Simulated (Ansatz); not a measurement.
Te$_{2}$Zr (quintet)

Input file:

```
crystal:
  periodic: [false, false, false]
  atoms:
    - {symbol: Zr, position_ang: [0.199140, -0.466824, -0.870547]}
    - {symbol: Te, position_ang: [-1.790645, 1.416524, -0.585998]}
    - {symbol: Te, position_ang: [1.591505, -0.949700, 1.456545]}
basis:
  gaussian: {orbitals: def2-TZVP, initial_orbitals: start.molden}
magnetization: {spin_polarized: true, initial_magnetization: 4}
hamiltonian: {xc: pbe0, dispersion: d4}
scf: {omitted_lower_state_checks: [starts]}
output: {orbitals: {seedname: orbitals}}
```

Launched as:

```sh
ansatz run in.yaml --threads 4 --pin off --events-out ev --progress --plain --max-ram 3916MiB
```

Geometry: PBE-D4/def2-TZVP; core potentials replace the inner electrons of Zr and Te.

The calculation used Ansatz 0.2.0, UKS PBE0-D4/def2-TZVP.

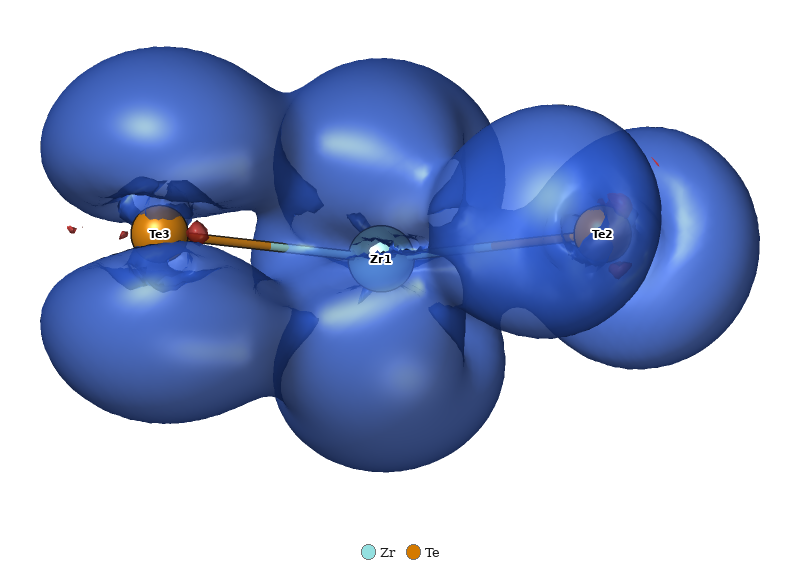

Figure 1. Isosurfaces of the spin density at +0.02 (blue) and −0.02 e/Å³ (red), seen from one side.

**Where is the unpaired spin?**

The unpaired spin (4 electrons) lies mostly on Zr1 (about 2.1), Te2 (about 0.9) and Te3 (about 0.9), in electrons by Hirshfeld's partition.

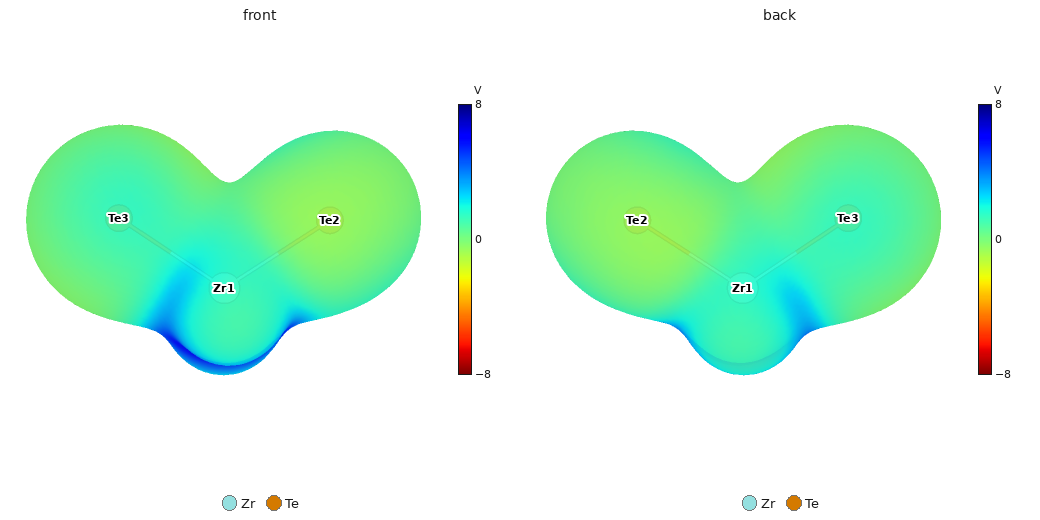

Figure 2. The molecular electrostatic potential painted on the density surface at 0.004 e/bohr³, seen from the front and from behind; the colour scale runs from red (negative) to blue (positive).

**Where is the surface potential most negative and most positive?**

The most negative region (about −0.6 V, or −14 kcal/mol for a unit charge) lies over Te2, the most positive (about +6.0 V, or +138 kcal/mol for a unit charge) over Zr1.

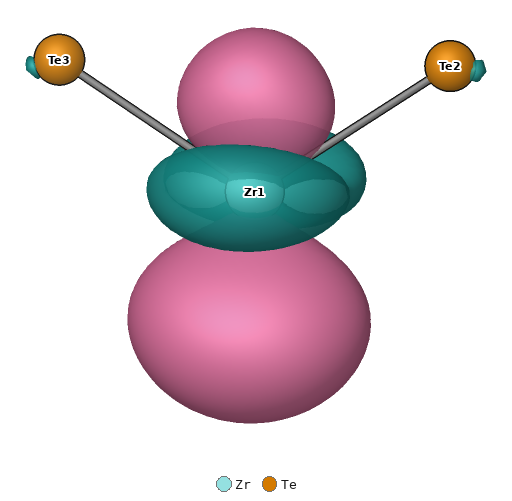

Figure 3. The LUMO (α) at ±0.1 Å⁻³ᐟ² (teal and pink are the two phases), seen across its widest extent.

**What is the character of this orbital?**

It lies mainly on Zr1 (about 90 %). Its energy is −2.37 eV.

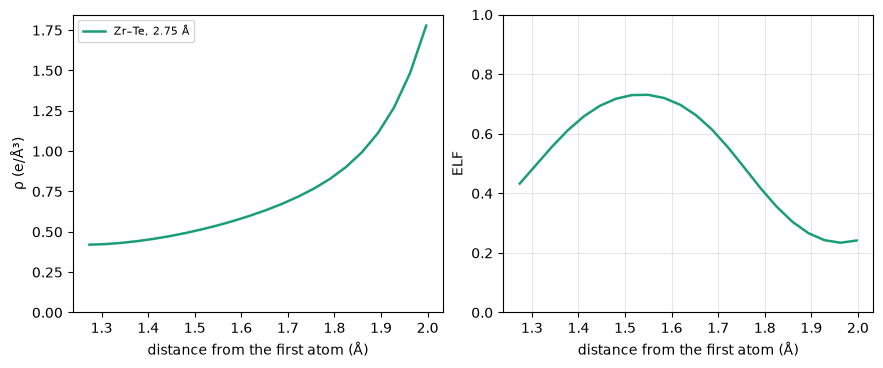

Figure 4. Electron density and electron localisation function along straight lines between neighbouring atoms. The curves leave out the atomic cores.

**What can be read from the curves?**

Zr–Te (2.75 Å): the density is about 0.44 e/Å³ at the midpoint; the ELF peaks at about 0.75 in the valence shell of Te, 1.2 Å from its nucleus, and is about 0.60 at the midpoint.
